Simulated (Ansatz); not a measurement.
# SiGeP (doublet): one geometry, many settings at a displaced geometry (v2)

Aim: run SiGeP (doublet) at one geometry under a spread of methods and options, and see what each costs and gives.

Method: the settings change from run to run; program: Ansatz 0.2.0, Gaussian basis.

33 further runs of the same task are left out: 2 for a known fault of the program, 22 that didn't finish, 9 set aside as unsound or not needed.

## (1) The system

The geometry is a PBE0/def2-TZVP stationary point (not a proven minimum) with its atoms shifted at random (size 0.100 Å). No spin-orbit coupling is included. The filled d shell of Ge may be among the frozen orbitals whatever the setting's name suggests; the logs give the count.

3 atoms, charge 0, spin multiplicity 2.

Atoms are counted from 1 here; the program's logs count them from 0.

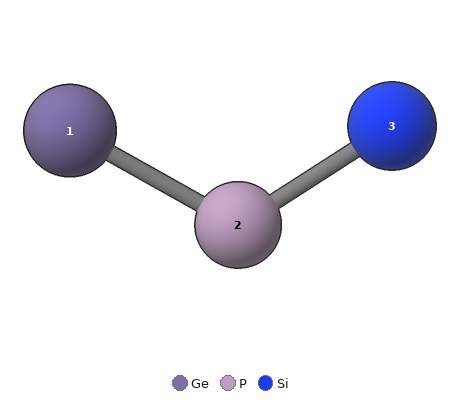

The geometry (germanium purple, phosphorus pink, silicon blue); atoms are numbered from 1 in the order of the file.

## (2) CASSCF(7,6)/cc-pVDZ

Contents of in.yaml:

```yaml
crystal:
  periodic: [false, false, false]
  atoms:
    - {symbol: Ge, position_ang: [0.057597, 0.166929, 1.236448]}
    - {symbol: P, position_ang: [-0.107278, -0.782294, -0.723557]}
    - {symbol: Si, position_ang: [-0.030657, 0.431002, -2.399968]}
basis:
  gaussian: {orbitals: cc-pVDZ}
magnetization: {spin_polarized: false, initial_magnetization: 1}
hamiltonian: {pseudopotentials: {relativity: none}}
correlation: {active_space: {window: {electrons: 7, orbitals: 6}, states: [{multiplicity: 2, weights: [1, 1, 1]}, {multiplicity: 4, weights: [1]}], root: 2}}
accuracy: high
scf: {lower_state_search: off}
output: {forces: true}
```

Run with:

```
ansatz run in.yaml --threads 1 --pin off --events-out ev --progress --plain --max-ram 2393MiB
```

Standard output:

```text
Functional definition: HF
  name "HF"
  cite "Fock, Z. Phys. 61, 126 (1930) doi:10.1007/BF01340294"
  parent pbe
  exchange = exact_x
  correlation = 0
these checks for a lower state are left out or cut short: stability, starts, cluster_reference, orbital_swaps, neighbouring_geometries, increment
1269 factors; integrals over basis functions are off by at most 4.4e-9 eV
mean field evaluation 1: about -73603.9836 eV, gradient 1.2e1 eV
mean field evaluation 2: about -73604.2287 eV, gradient 1.2e1 eV
mean field evaluation 4: about -73605.0305 eV, gradient 2.1e0 eV
mean field evaluation 8: about -73605.1281 eV, gradient 6.5e-1 eV
mean field evaluation 16: about -73605.1751 eV, gradient 3.2e-4 eV
mean field -73605.17512566 eV, -2704.9402944884 hartree, gradient 3.2e-8 eV, S^2 0.750000; 0 other end points of the search recorded, 0 dependent functions left out
reference -73605.17512566 eV, -2704.9402944884 hartree; 31, 30 occupied and 32, 33 virtual orbitals, 1269 factors
state -73605.58925628 eV, -2704.9555135079 hartree
state -73605.48858884 eV, -2704.9518140479 hartree
state -73605.39182711 eV, -2704.9482581199 hartree
state -73603.63476552 eV, -2704.8836872972 hartree
the calculation of the forces begins
Total energy: -73605.39182711 eV, -2704.9482581199 hartree
Atom 0 at     0.057597     0.166929     1.236448 Å, force     0.126245     1.086247     0.296486 eV/Å
Atom 1 at    -0.107278    -0.782294    -0.723557 Å, force    -0.269475    -2.580884     0.245845 eV/Å
Atom 2 at    -0.030657     0.431002    -2.399968 Å, force     0.143230     1.494637    -0.542332 eV/Å
Dipole moment:     0.010405     0.068251     0.095716 e Å
Checks for a lower state left out: stability, starts, cluster_reference, orbital_swaps, neighbouring_geometries, increment
```

It took 27 s on 1 thread of Intel Xeon at 2.50GHz, shared host.

From the report: 300 determinants; active occupations (of the averaged states) 1.97, 1.85, 1.78, 0.55, 0.44, 0.42.

## (3) CISDTQ/STO-3G

Contents of in.yaml:

```yaml
crystal:
  periodic: [false, false, false]
  atoms:
    - {symbol: Ge, position_ang: [0.057597, 0.166929, 1.236448]}
    - {symbol: P, position_ang: [-0.107278, -0.782294, -0.723557]}
    - {symbol: Si, position_ang: [-0.030657, 0.431002, -2.399968]}
basis:
  gaussian: {orbitals: STO-3G}
magnetization: {spin_polarized: false, initial_magnetization: 1}
hamiltonian: {pseudopotentials: {relativity: none}}
correlation: {active_space: {ras: {orbitals: [6, 1, 5], electrons: 13, max_holes: 4, max_particles: 4}, fixed_orbitals: true}}
output: {forces: true}
```

Launched as before.

Standard output (excerpt; [...] marks lines left out):

```text
Functional definition: HF
  name "HF"
  cite "Fock, Z. Phys. 61, 126 (1930) doi:10.1007/BF01340294"
  parent pbe
[...]
364 factors; integrals over basis functions are off by at most 1.4e-5 eV
[...]
mean field -72766.20980240 eV, -2674.1088875296 hartree, gradient 3.8e-6 eV, S^2 0.750000; 13 other end points of the search recorded, 0 dependent functions left out
reference -72766.20980240 eV, -2674.1088875296 hartree; 31, 30 occupied and 5, 6 virtual orbitals, 364 factors
state -72769.91262411 eV, -2674.2449637175 hartree
[...]
Total energy: -72769.91262411 eV, -2674.2449637175 hartree
Atom 0 at     0.057597     0.166929     1.236448 Å, force    -0.004954     0.100222    -0.490258 eV/Å
Atom 1 at    -0.107278    -0.782294    -0.723557 Å, force     0.023313     0.467538    -0.839679 eV/Å
Atom 2 at    -0.030657     0.431002    -2.399968 Å, force    -0.018360    -0.567760     1.329937 eV/Å
Dipole moment:    -0.007167    -0.007483    -0.198389 e Å
```

Run time: 20 s. Hardware: 1 thread of Intel Xeon at 2.50GHz, shared host.

From the report: 58,434 determinants.

## (4) CCSD(T) on ROHF/cc-pVDZ

Contents of in.yaml:

```yaml
crystal:
  periodic: [false, false, false]
  atoms:
    - {symbol: Ge, position_ang: [0.057597, 0.166929, 1.236448]}
    - {symbol: P, position_ang: [-0.107278, -0.782294, -0.723557]}
    - {symbol: Si, position_ang: [-0.030657, 0.431002, -2.399968]}
basis:
  gaussian: {orbitals: cc-pVDZ}
magnetization: {spin_polarized: false, initial_magnetization: 1}
correlation: {method: ccsd_t, electrons: outside_noble_gas}
scf: {lower_state_search: off}
output: {forces: true}
```

Launched as before.

Standard output (excerpt; [...] marks lines left out):

```text
Functional definition: HF
  name "HF"
  cite "Fock, Z. Phys. 61, 126 (1930) doi:10.1007/BF01340294"
  parent pbe
[...]
706 factors; integrals over basis functions are off by at most 9.4e-4 eV
[...]
mean field -73605.17500946 eV, -2704.9402902182 hartree, gradient 8.0e-6 eV, S^2 0.750000; 0 other end points of the search recorded, 0 dependent functions left out
24 core orbitals not correlated: weight in the atoms' cores, before any rotation towards them, 1.000 or more for the frozen orbitals, at most 0.000 for the correlated occupied ones
reference -73605.17500946 eV, -2704.9402902182 hartree; 7, 6 occupied and 32, 33 virtual orbitals, 706 factors
second order -6.97981612 eV of doubles, -0.07213332 eV of singles
cycle   1  -7.45370685 eV  change   -4.0e-1 eV  update   1.3e-1
[...]
cycle  22  -7.97327253 eV  change   -2.9e-8 eV  update   8.0e-8
perturbative correction -0.48995990 eV, -0.0180056944 hartree
[...]
Total energy: -73613.63824189 eV, -2705.2513082735 hartree
Atom 0 at     0.057597     0.166929     1.236448 Å, force     0.066329     0.367392     0.837028 eV/Å
Atom 1 at    -0.107278    -0.782294    -0.723557 Å, force    -0.102721    -0.974822     0.063607 eV/Å
Atom 2 at    -0.030657     0.431002    -2.399968 Å, force     0.036392     0.607429    -0.900635 eV/Å
Dipole moment:     0.013942     0.102355     0.091733 e Å
Checks for a lower state left out: starts, cluster_reference, orbital_swaps, neighbouring_geometries, increment
```

Run time: 20 s. Hardware: 1 thread of Intel Xeon at 2.50GHz, shared host.

From the report: correlation -8.4632 eV; T1 0.052; largest double amplitude 0.10.

## (5) HF/cc-pVDZ

in.yaml, as its differences from that of step 4:

```diff
@@ -9,4 +9,4 @@
 magnetization: {spin_polarized: false, initial_magnetization: 1}
-correlation: {method: ccsd_t, electrons: outside_noble_gas}
-scf: {lower_state_search: off}
-output: {forces: true}
+hamiltonian: {xc: hf}
+scf: {lower_state_search: light}
+output: {forces: true, orbitals: {seedname: orbitals}}
```

Launched as before.

Standard output (excerpt; [...] marks lines left out):

```text
Functional definition: HF
  name "HF"
  cite "Fock, Z. Phys. 61, 126 (1930) doi:10.1007/BF01340294"
  parent pbe
[...]
706 factors; integrals over basis functions are off by at most 9.4e-4 eV
[...]
mean field -73605.17500946 eV, -2704.9402902182 hartree, gradient 9.7e-6 eV, S^2 0.750000; 3 other end points of the search recorded, 0 dependent functions left out
[...]
reference -73605.17500946 eV, -2704.9402902182 hartree; 31, 30 occupied and 32, 33 virtual orbitals, 706 factors
Total energy: -73605.17500946 eV, -2704.9402902182 hartree
Atom 0 at     0.057597     0.166929     1.236448 Å, force     0.116066     0.677772     1.347748 eV/Å
Atom 1 at    -0.107278    -0.782294    -0.723557 Å, force    -0.097579    -0.364467    -1.821129 eV/Å
Atom 2 at    -0.030657     0.431002    -2.399968 Å, force    -0.018487    -0.313305     0.473380 eV/Å
Dipole moment:     0.020378     0.206792    -0.057542 e Å
```

Wall time 13 s (1 thread of Intel Xeon at 2.50GHz, shared host).

## (6) BCCD(T) on ROHF/6-31G

Contents of in.yaml:

```yaml
crystal:
  periodic: [false, false, false]
  atoms:
    - {symbol: Ge, position_ang: [0.057597, 0.166929, 1.236448]}
    - {symbol: P, position_ang: [-0.107278, -0.782294, -0.723557]}
    - {symbol: Si, position_ang: [-0.030657, 0.431002, -2.399968]}
basis:
  gaussian: {orbitals: 6-31G}
magnetization: {spin_polarized: false, initial_magnetization: 1}
hamiltonian: {pseudopotentials: {relativity: scalar}}
correlation: {method: bccd_t, electrons: outside_noble_gas}
scf: {lower_state_search: off}
output: {forces: true}
```

The command is unchanged.

Standard output (excerpt; [...] marks lines left out):

```text
Functional definition: HF
  name "HF"
  cite "Fock, Z. Phys. 61, 126 (1930) doi:10.1007/BF01340294"
  parent pbe
[...]
539 factors; integrals over basis functions are off by at most 1.1e-4 eV
[...]
mean field -74102.02970257 eV, -2723.1993634096 hartree, gradient 1.8e-6 eV, S^2 0.750000; 0 other end points of the search recorded, 0 dependent functions left out
24 core orbitals not correlated: weight in the atoms' cores, before any rotation towards them, 0.999 or more for the frozen orbitals, at most 0.001 for the correlated occupied ones
reference -74102.02970257 eV, -2723.1993634096 hartree; 7, 6 occupied and 24, 25 virtual orbitals, 539 factors
second order -3.86697532 eV of doubles, -0.04371421 eV of singles
cycle   1  -4.11920250 eV  change   -2.1e-1 eV  update   1.4e-1
[...]
cycle  26  -4.51838267 eV  change    2.0e-9 eV  update   3.3e-8
perturbative correction -0.27167998 eV, -0.0099840550 hartree
[...]
Total energy: -74106.81976522 eV, -2723.3753949652 hartree
Relativity: scalar
Atom 0 at     0.057597     0.166929     1.236448 Å, force     0.121513     0.571146     1.874870 eV/Å
Atom 1 at    -0.107278    -0.782294    -0.723557 Å, force    -0.183359    -1.826835     0.404271 eV/Å
Atom 2 at    -0.030657     0.431002    -2.399968 Å, force     0.061845     1.255690    -2.279141 eV/Å
Dipole moment:     0.026820     0.207340     0.141475 e Å
Checks for a lower state left out: starts, cluster_reference, orbital_swaps, neighbouring_geometries, increment
```

Wall time 16 s (1 thread of Intel Xeon at 2.50GHz, shared host).

From the report: correlation -4.7901 eV; largest double amplitude 0.12.

## (7) CASSCF(5,5)/STO-3G

Contents of in.yaml:

```yaml
crystal:
  periodic: [false, false, false]
  atoms:
    - {symbol: Ge, position_ang: [0.057597, 0.166929, 1.236448]}
    - {symbol: P, position_ang: [-0.107278, -0.782294, -0.723557]}
    - {symbol: Si, position_ang: [-0.030657, 0.431002, -2.399968]}
basis:
  gaussian: {orbitals: STO-3G, point_charges: [{charge: -1.00, position_ang: [4.339, -0.271, 0.197]}]}
magnetization: {spin_polarized: false, initial_magnetization: 1}
correlation: {active_space: {window: {electrons: 5, orbitals: 5}, states: [{multiplicity: 2, weights: [1, 1, 1, 1]}, {multiplicity: 4, weights: [1]}]}}
```

Same command.

Standard output (excerpt; [...] marks lines left out):

```text
Functional definition: HF
  name "HF"
  cite "Fock, Z. Phys. 61, 126 (1930) doi:10.1007/BF01340294"
  parent pbe
[...]
538 factors; integrals over basis functions are off by at most 3.4e-8 eV
[...]
mean field -72766.32874232 eV, -2674.1132584911 hartree, gradient 2.6e-6 eV, S^2 0.750000; 10 other end points of the search recorded, 0 dependent functions left out
reference -72766.32874232 eV, -2674.1132584911 hartree; 31, 30 occupied and 5, 6 virtual orbitals, 538 factors
state -72767.93696831 eV, -2674.1723597063 hartree
state -72767.16387530 eV, -2674.1439490620 hartree
state -72766.25667810 eV, -2674.1106101800 hartree
state -72765.45203522 eV, -2674.0810400996 hartree
state -72765.70421916 eV, -2674.0903076884 hartree
[...]
Total energy: -72766.50275522 eV, -2674.1196533473 hartree
```

Run time: 27 s. Hardware: 1 thread of Intel Xeon at 2.50GHz, shared host.

From the report: 100 determinants; active occupations (of the averaged states) 1.96, 1.36, 0.78, 0.61, 0.28.

## (8) CCSD(T)/cc-pVDZ

Contents of in.yaml:

```yaml
crystal:
  periodic: [false, false, false]
  atoms:
    - {symbol: Ge, position_ang: [0.057597, 0.166929, 1.236448]}
    - {symbol: P, position_ang: [-0.107278, -0.782294, -0.723557]}
    - {symbol: Si, position_ang: [-0.030657, 0.431002, -2.399968]}
basis:
  gaussian: {orbitals: cc-pVDZ}
magnetization: {spin_polarized: false, initial_magnetization: 1}
hamiltonian: {xc: {name: PBE0}}
correlation: {method: ccsd_t, electrons: valence}
```

Launched as before.

Standard output (excerpt; [...] marks lines left out):

```text
Functional definition: PBE0
  name "PBE0"
  cite "Adamo & Barone, J. Chem. Phys. 110, 6158 (1999) doi:10.1063/1.478522"
  cite "Perdew, Burke & Ernzerhof, Phys. Rev. Lett. 77, 3865 (1996) doi:10.1103/PhysRevLett.77.3865"
  parent pbe
[...]
706 factors; integrals over basis functions are off by at most 9.4e-4 eV
[...]
mean field -73667.88502567 eV, -2707.2448408074 hartree, gradient 2.1e-6 eV, S^2 0.750000; 7 other end points of the search recorded, 0 dependent functions left out
[...]
19 core orbitals not correlated: weight in the atoms' cores, before any rotation towards them, 1.000 or more for the frozen orbitals, at most 0.000 for the correlated occupied ones
reference -73604.57199596 eV, -2704.9181298808 hartree; 12, 11 occupied and 32, 33 virtual orbitals, 706 factors
second order -8.22914301 eV of doubles, -0.45309116 eV of singles
cycle   1  -8.36639180 eV  change    3.1e-1 eV  update   1.4e-1
[...]
cycle  14  -8.90957810 eV  change   -5.1e-7 eV  update   9.3e-6
perturbative correction -0.58003035 eV, -0.0213157220 hartree
Total energy: -73614.06160441 eV, -2705.2668665590 hartree
```

It took 44 s on 1 thread of Intel Xeon at 2.50GHz, shared host.

From the report: correlation -9.4896 eV; T1 0.021; largest double amplitude 0.10. The orbitals are Kohn-Sham ones, so correlation energy and T1 don't compare with those on Hartree-Fock orbitals.

## (9) HF/cc-pVDZ

in.yaml, as its differences from that of step 8:

```diff
@@ -7,5 +7,6 @@
 basis:
-  gaussian: {orbitals: cc-pVDZ}
+  gaussian: {orbitals: cc-pVDZ, point_charges: [{charge: -0.50, position_ang: [4.567, 0.567, -0.867]}]}
 magnetization: {spin_polarized: false, initial_magnetization: 1}
-hamiltonian: {xc: {name: PBE0}}
-correlation: {method: ccsd_t, electrons: valence}
+hamiltonian: {xc: hf}
+scf: {lower_state_search: light}
+output: {orbitals: {seedname: orbitals}}
```

The command is unchanged.

Standard output (excerpt; [...] marks lines left out):

```text
Functional definition: HF
  name "HF"
  cite "Fock, Z. Phys. 61, 126 (1930) doi:10.1007/BF01340294"
  parent pbe
[...]
706 factors; integrals over basis functions are off by at most 9.4e-4 eV
[...]
mean field -73605.17859231 eV, -2704.9404218855 hartree, gradient 5.7e-6 eV, S^2 0.750000; 4 other end points of the search recorded, 0 dependent functions left out
reference -73605.17859231 eV, -2704.9404218855 hartree; 31, 30 occupied and 32, 33 virtual orbitals, 706 factors
Total energy: -73605.17859231 eV, -2704.9404218855 hartree
```

Run time: 15 s. Hardware: 1 thread of Intel Xeon at 2.50GHz, shared host.

## (10) MP2 on UHF/6-31G*

Contents of in.yaml:

```yaml
crystal:
  periodic: [false, false, false]
  atoms:
    - {symbol: Ge, position_ang: [0.057597, 0.166929, 1.236448]}
    - {symbol: P, position_ang: [-0.107278, -0.782294, -0.723557]}
    - {symbol: Si, position_ang: [-0.030657, 0.431002, -2.399968]}
basis:
  gaussian: {orbitals: "6-31G*"}
magnetization: {spin_polarized: true, initial_magnetization: 1}
correlation: {method: mp2, electrons: outside_noble_gas}
accuracy: high
output: {forces: true}
```

The command is unchanged.

Standard output (excerpt; [...] marks lines left out):

```text
Functional definition: HF
  name "HF"
  cite "Fock, Z. Phys. 61, 126 (1930) doi:10.1007/BF01340294"
  parent pbe
[...]
1274 factors; integrals over basis functions are off by at most 4.8e-9 eV
[...]
mean field -73597.60787485 eV, -2704.6622031502 hartree, gradient 3.7e-8 eV, S^2 1.064786; 13 other end points of the search recorded, 0 dependent functions left out
24 core orbitals not correlated: weight in the atoms' cores, before any rotation towards them, 1.000 or more for the frozen orbitals, at most 0.000 for the correlated occupied ones
reference -73597.60787485 eV, -2704.6622031502 hartree; 7, 6 occupied and 42, 43 virtual orbitals, 1274 factors
second order -6.08860764 eV of doubles, -0.00000000 eV of singles
[...]
Total energy: -73603.69648248 eV, -2704.8859553539 hartree
Atom 0 at     0.057597     0.166929     1.236448 Å, force     0.023964     0.127145     0.321130 eV/Å
Atom 1 at    -0.107278    -0.782294    -0.723557 Å, force    -0.016123    -0.026268    -0.414669 eV/Å
Atom 2 at    -0.030657     0.431002    -2.399968 Å, force    -0.007841    -0.100876     0.093538 eV/Å
Dipole moment:     0.020759     0.180823     0.041342 e Å
```

Run time: 70 s. Hardware: 1 thread of Intel Xeon at 2.50GHz, shared host.

From the report: ⟨S²⟩ of the determinant 1.065 (pure doublet: 0.75).

## (11) All runs side by side

```tsv
level	correlated	functions	energy (eV)	time
CASSCF(7,6)/cc-pVDZ (excited root 2 of an average)		63	-73605.3918	27 s
CISDTQ/STO-3G	outside noble gas	36	-72769.9126	20 s
CCSD(T) on ROHF/cc-pVDZ	outside noble gas	63	-73613.6382	20 s
HF/cc-pVDZ		63	-73605.1750	13 s
BCCD(T) on ROHF/6-31G (relativity set)	outside noble gas	55	-74106.8198	16 s
CASSCF(5,5)/STO-3G (mean of several states, beside a point charge)		36	-72766.5028	27 s
CCSD(T)/cc-pVDZ (on PBE0 orbitals)	valence	63	-73614.0616	44 s
HF/cc-pVDZ (beside a point charge)		63	-73605.1786	15 s
MP2 on UHF/6-31G*	outside noble gas	73	-73603.6965	70 s
```

## (12) Outcome

| quantity | value |
| --- | --- |
| runs | 9 |
| quickest | HF/cc-pVDZ, 13 s |
| slowest | MP2 on UHF/6-31G*, 70 s |

What this shows: Total energies in different bases, with other cores or another treatment of relativity can't be set against each other. MP2 on UHF/6-31G* took 5 times as long as HF/cc-pVDZ; the jobs differ in more than the method.
